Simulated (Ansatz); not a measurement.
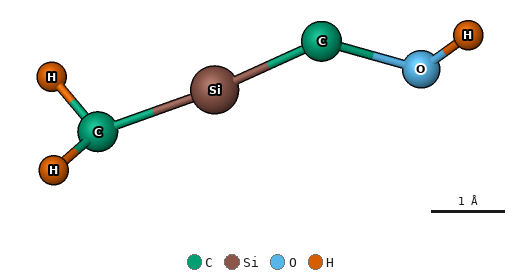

Fig. 1: The structure as given in the input (ball-and-stick view, seen at a tilt). Bond lengths as drawn: C–H 1.10 Å, C–O 1.48 Å, C–Si 1.73 to 1.79 Å and H–O 0.96 Å.

# Geometry relaxation, with input and output: C₂H₃OSi (charge −1) (part 1 of 2)

The run: geometry relaxation of C₂H₃OSi, charge −1, SMILES [CH2-][Si]#CO. Method and program: RKS B3LYP-D4/def2-SVP (Ansatz 0.2.0).

It belongs to a series of runs on one base structure; here: end point B relaxed.

The program's output:
```
The last accepted step is kept in [file] (removed where the run ends without a failure and the disk answers)
Engine: ansatz 0.2.0, aarch64-unknown-linux-gnu
Functional definition: B3LYP
  parameter a0 = 0.2
  parameter ax = 0.72
  parameter ac = 0.81
  exchange = (1 - a0 - ax)*slater_x + ax*b88_x + a0*exact_x
  correlation = (1 - ac)*vwn_rpa_c + ac*lyp_c
808 factors; integrals over basis functions are off by at most 3.8e-4 eV
mean field evaluation 1: about -12032.4205 eV, gradient 4.3e1 eV
mean field evaluation 2: about -12021.5444 eV, gradient 6.8e1 eV
mean field evaluation 4: about -12036.9160 eV, gradient 1.4e1 eV
mean field evaluation 8: about -12037.4869 eV, gradient 3.0e-1 eV
mean field evaluation 16: about -12037.4871 eV, gradient 3.3e-5 eV
mean field -12037.48708222 eV, -442.3694909697 hartree, gradient 3.3e-5 eV, S^2 0.000000; 0 other end points of the search recorded, 0 dependent functions left out
the calculation of the forces begins
reference -12037.48730303 eV, -442.3694990844 hartree; 19, 19 occupied and 56, 56 virtual orbitals, 808 factors
relax step   1: F+E_penalty+E_count = -12037.72671779 eV  Δ(F+E_penalty+E_count) = +0.000e0 eV  max|allowed force component| = 1.268e0 eV/Å  Δτ_max = 0.0000 Å  (27 SCF iters, accepted)
these checks for a lower state are left out or cut short: starts, cluster_reference, orbital_swaps, neighbouring_geometries, increment
808 factors; integrals over basis functions are off by at most 3.6e-4 eV
mean field -12037.66587485 eV, -442.3760614777 hartree, gradient 1.5e-5 eV, S^2 0.000000; 0 other end points of the search recorded, 0 dependent functions left out
[... from here on the field's lines of each further geometry are left out, up to the last ...]
relax step   2: F+E_penalty+E_count = -12037.90631164 eV  Δ(F+E_penalty+E_count) = -1.796e-1 eV  max|allowed force component| = 7.425e-1 eV/Å  Δτ_max = 0.0845 Å  (31 SCF iters, accepted)
relax step   3: F+E_penalty+E_count = -12037.83030822 eV  Δ(F+E_penalty+E_count) = +7.600e-2 eV  max|allowed force component| = 2.446e0 eV/Å  Δτ_max = 0.1936 Å  (33 SCF iters, rejected (line search))
relax step   4: F+E_penalty+E_count = -12037.97747903 eV  Δ(F+E_penalty+E_count) = -7.117e-2 eV  max|allowed force component| = 6.741e-1 eV/Å  Δτ_max = 0.0851 Å  (31 SCF iters, accepted)
relax step   5: F+E_penalty+E_count = -12038.03992347 eV  Δ(F+E_penalty+E_count) = -6.244e-2 eV  max|allowed force component| = 6.807e-1 eV/Å  Δτ_max = 0.0960 Å  (31 SCF iters, accepted)
relax step   6: F+E_penalty+E_count = -12038.10010204 eV  Δ(F+E_penalty+E_count) = -6.018e-2 eV  max|allowed force component| = 1.099e0 eV/Å  Δτ_max = 0.1460 Å  (32 SCF iters, accepted)
relax step   7: F+E_penalty+E_count = -12038.11523186 eV  Δ(F+E_penalty+E_count) = -1.513e-2 eV  max|allowed force component| = 2.013e0 eV/Å  Δτ_max = 0.1950 Å  (35 SCF iters, accepted)
relax step   8: F+E_penalty+E_count = -12038.24202771 eV  Δ(F+E_penalty+E_count) = -1.268e-1 eV  max|allowed force component| = 1.049e0 eV/Å  Δτ_max = 0.1996 Å  (34 SCF iters, accepted)
relax step   9: F+E_penalty+E_count = -12038.32341920 eV  Δ(F+E_penalty+E_count) = -8.139e-2 eV  max|allowed force component| = 5.144e-1 eV/Å  Δτ_max = 0.1156 Å  (32 SCF iters, accepted)
relax step  10: F+E_penalty+E_count = -12038.37921688 eV  Δ(F+E_penalty+E_count) = -5.580e-2 eV  max|allowed force component| = 2.929e-1 eV/Å  Δτ_max = 0.2000 Å  (34 SCF iters, accepted)
relax step  11: F+E_penalty+E_count = -12038.41387177 eV  Δ(F+E_penalty+E_count) = -3.465e-2 eV  max|allowed force component| = 5.202e-1 eV/Å  Δτ_max = 0.1188 Å  (34 SCF iters, accepted)
relax step  12: F+E_penalty+E_count = -12038.36487366 eV  Δ(F+E_penalty+E_count) = +4.900e-2 eV  max|allowed force component| = 1.457e0 eV/Å  Δτ_max = 0.1903 Å  (32 SCF iters, rejected (line search))
relax step  13: F+E_penalty+E_count = -12038.43263937 eV  Δ(F+E_penalty+E_count) = -1.877e-2 eV  max|allowed force component| = 2.320e-1 eV/Å  Δτ_max = 0.0952 Å  (33 SCF iters, accepted)
relax step  14: F+E_penalty+E_count = -12038.44835699 eV  Δ(F+E_penalty+E_count) = -1.572e-2 eV  max|allowed force component| = 1.975e-1 eV/Å  Δτ_max = 0.0994 Å  (34 SCF iters, accepted)
relax step  15: F+E_penalty+E_count = -12038.44991905 eV  Δ(F+E_penalty+E_count) = -1.562e-3 eV  max|allowed force component| = 5.708e-1 eV/Å  Δτ_max = 0.1245 Å  (33 SCF iters, accepted)
relax step  16: F+E_penalty+E_count = -12038.45909618 eV  Δ(F+E_penalty+E_count) = -9.177e-3 eV  max|allowed force component| = 3.147e-1 eV/Å  Δτ_max = 0.0460 Å  (34 SCF iters, accepted)
relax step  17: F+E_penalty+E_count = -12038.46058451 eV  Δ(F+E_penalty+E_count) = -1.488e-3 eV  max|allowed force component| = 2.239e-1 eV/Å  Δτ_max = 0.0111 Å  (29 SCF iters, accepted)
relax step  18: F+E_penalty+E_count = -12038.46176211 eV  Δ(F+E_penalty+E_count) = -1.178e-3 eV  max|allowed force component| = 8.184e-2 eV/Å  Δτ_max = 0.0224 Å  (30 SCF iters, accepted)
relax step  19: F+E_penalty+E_count = -12038.46227551 eV  Δ(F+E_penalty+E_count) = -5.134e-4 eV  max|allowed force component| = 4.799e-2 eV/Å  Δτ_max = 0.0325 Å  (30 SCF iters, accepted)
relax step  20: F+E_penalty+E_count = -12038.46255237 eV  Δ(F+E_penalty+E_count) = -2.769e-4 eV  max|allowed force component| = 2.314e-2 eV/Å  Δτ_max = 0.0092 Å  (30 SCF iters, accepted)
the calculation of the forces begins
reference -12038.20668419 eV, -442.3959358544 hartree; 19, 19 occupied and 56, 56 virtual orbitals, 808 factors
relax step  21: F+E_penalty+E_count = -12038.46261253 eV  Δ(F+E_penalty+E_count) = -6.016e-5 eV  max|allowed force component| = 9.507e-3 eV/Å  Δτ_max = 0.0041 Å  (28 SCF iters, accepted)
808 factors; integrals over basis functions are off by at most 4.0e-4 eV
mean field evaluation 160: about -12038.2065 eV, gradient 1.1e-3 eV
```

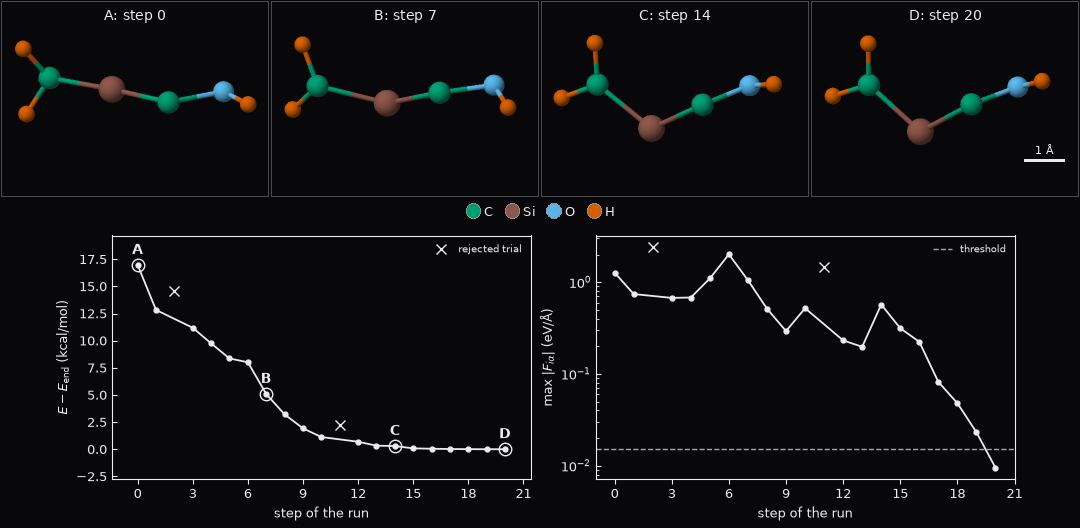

Fig. 2: Frames of the relaxation (ball-and-stick view, seen at a tilt) above the curves, on which the letters mark them (the first geometry is step 0 here and step 1 in the log).

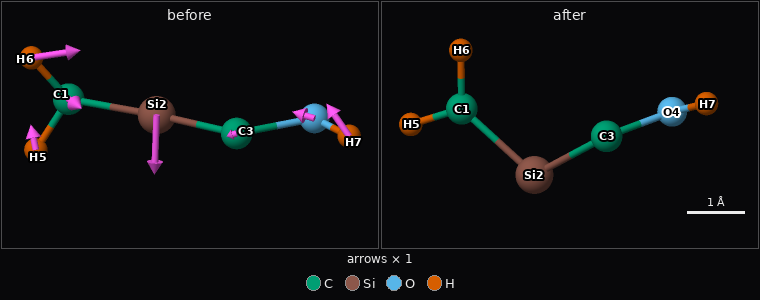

Fig. 3: Before (left) and after (right) the relaxation, at one scale (ball-and-stick view, seen at a tilt). The pink arrows give the displacements, at true length. The energy falls by 17.0 kcal/mol in 20 geometry steps. The largest force component goes from 1.3 to 0.0095 eV/Å. The line search rejected the trial steps at points 2, 11 (counted from 0) and went back. Si2 moves most after the best rigid fit: 1.11 Å. By element the largest moves are Si 1.11 Å, H 0.91 Å, O 0.43 Å, C 0.41 Å. Distances before and after: Si2–C3 1.727 → 1.876 Å, C3–O4 1.480 → 1.352 Å, C1–Si2 1.787 → 1.766 Å, O4–H7 0.957 → 0.972 Å. Among the angles that change: C1–Si2–C3 174.3° → 109.9°, Si2–C1–H6 115.7° → 126.7°, Si2–C3–O4 125.4° → 117.8°. (Atoms are counted from 1 in the order of the input.)

```
mean field -12038.20645892 eV, -442.3959275760 hartree, gradient 1.3e-5 eV, S^2 0.000000; 1 other end points of the search recorded, 0 dependent functions left out
the calculation of the forces begins
reference -12038.20668419 eV, -442.3959358544 hartree; 19, 19 occupied and 56, 56 virtual orbitals, 808 factors
Total energy: -12038.46283779 eV, -442.4053493257 hartree
Atom 0 at    -1.095810     1.032727    -0.272906 Å, force     0.001468     0.007324     0.002011 eV/Å
Atom 1 at    -0.820905    -0.710653    -0.321607 Å, force     0.002076     0.004199     0.006994 eV/Å
Atom 2 at     0.480198    -1.187425     0.943644 Å, force     0.001288    -0.002068    -0.009507 eV/Å
Atom 3 at     1.720125    -1.479715     0.491983 Å, force    -0.001583    -0.003991     0.009346 eV/Å
Atom 4 at    -1.919534     1.478033    -0.852040 Å, force     0.005533    -0.002618     0.001908 eV/Å
Atom 5 at    -0.515934     1.775019     0.297429 Å, force    -0.006075    -0.008777    -0.004906 eV/Å
Atom 6 at     2.210249    -1.877897     1.230617 Å, force    -0.002707     0.005930    -0.005845 eV/Å
Dipole moment:     0.804313    -0.208121     0.186241 e Å
```

Trajectory as extended XYZ (Å, eV, eV/Å), 21 frames, from step=1 to step=21:
```
7
Properties=species:S:1:pos:R:3:forces:R:3 step=1 energy=-12037.72672
C    -1.1720    1.3130   -0.5632   -0.1579  -0.2305   0.8261
Si   -0.1649    0.0380    0.1801    0.3359  -0.2676  -0.1943
C     0.7161   -1.1713    1.0421    1.2288  -0.7290  -0.7721
O     1.8719   -1.9287    0.5134   -1.2676   1.2626  -0.1427
H    -2.2320    1.0527   -0.7256    0.0422  -0.1047  -0.2246
H    -1.1149    2.3062   -0.0858    0.1885   0.0901  -0.1426
H     2.1543   -2.5797    1.1561   -0.3698  -0.0209   0.6503
7
Properties=species:S:1:pos:R:3:forces:R:3 step=2 energy=-12037.90631
C    -1.2010    1.3029   -0.4882    0.0011  -0.2949   0.6482
Si   -0.1388    0.0149    0.1366   -0.0971   0.2155  -0.3659
C     0.7432   -1.1891    0.9804    0.7425  -0.3485  -0.4684
O     1.8780   -1.9310    0.4984   -0.6878   0.3712   0.4081
H    -2.2474    1.0432   -0.7430    0.2613   0.0701  -0.0354
H    -1.0858    2.3277   -0.0824    0.0007  -0.2201  -0.1666
H     2.1102   -2.5387    1.2153   -0.2208   0.2067  -0.0200
7
Properties=species:S:1:pos:R:3:forces:R:3 step=3 energy=-12037.83031 accepted=F
C    -1.2358    1.2880   -0.3718   -0.2063  -0.3273   0.1792
Si   -0.0549    0.0433    0.0600   -0.3300   0.4607  -0.4096
C     0.8914   -1.0728    0.9360   -0.1972  -0.6269  -0.5862
O     1.7736   -2.0728    0.4289    0.4035  -0.0229   2.4461
H    -2.2200    0.9954   -0.8258    0.6233   0.2251   0.5240
H    -1.1386    2.3305   -0.0193   -0.0030  -0.1739  -0.3445
H     2.0427   -2.4815    1.3092   -0.2902   0.4653  -1.8090
7
Properties=species:S:1:pos:R:3:forces:R:3 step=4 energy=-12037.97748
C    -1.2177    1.2813   -0.4076   -0.3267   0.0954   0.3139
Si   -0.1522   -0.0231    0.0926   -0.2328   0.2814  -0.4806
C     0.7469   -1.1844    0.9407    0.6741  -0.3777  -0.0933
O     1.8669   -1.9316    0.4902   -0.3499   0.1192   0.4688
H    -2.2463    1.0465   -0.7686    0.5158   0.2162   0.1574
H    -1.0390    2.3298   -0.0783   -0.1401  -0.4568  -0.2038
H     2.0997   -2.4884    1.2481   -0.1405   0.1222  -0.1625
7
Properties=species:S:1:pos:R:3:forces:R:3 step=5 energy=-12038.03992
C    -1.2527    1.2693   -0.3261   -0.3132   0.2484   0.1085
Si   -0.1477   -0.0492    0.0003   -0.1201  -0.0436  -0.3753
C     0.7731   -1.1846    0.8751    0.2415   0.1462   0.0298
O     1.9053   -1.9257    0.5133   -0.1281  -0.2617   0.6807
H    -2.2591    1.0705   -0.7623    0.5393   0.1739   0.2008
H    -1.0178    2.3305   -0.0852   -0.1621  -0.4993  -0.1026
H     2.0572   -2.4808    1.3020   -0.0573   0.2361  -0.5419
```
